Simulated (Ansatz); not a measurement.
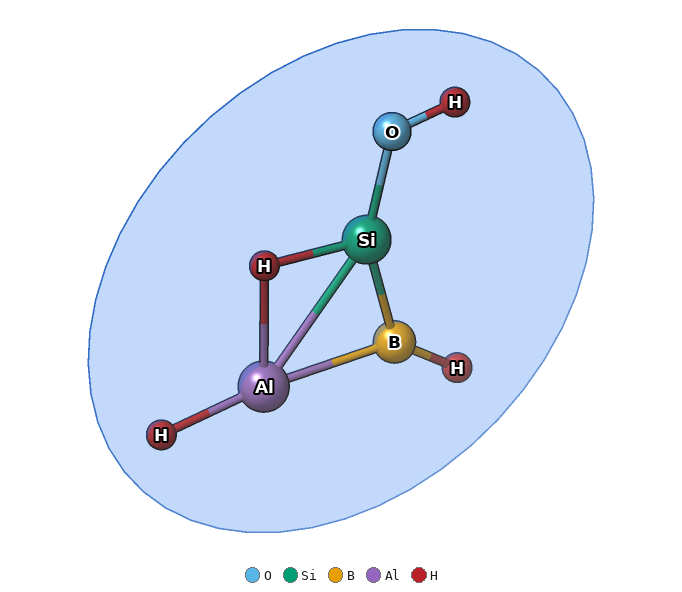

All proper rotation axes (lines) and mirror planes (discs) of the structure are drawn in. Distant atoms are faded towards the background colour. Computed geometry: PBE-D4/def2-SVP optimisation. No frequency run is at hand to confirm it as a minimum.

**Name the symmetry elements and the point group.**

It has 1 mirror plane. Point group Cs. The group has 2 operations. The geometry is achiral, and symmetry allows a dipole moment.
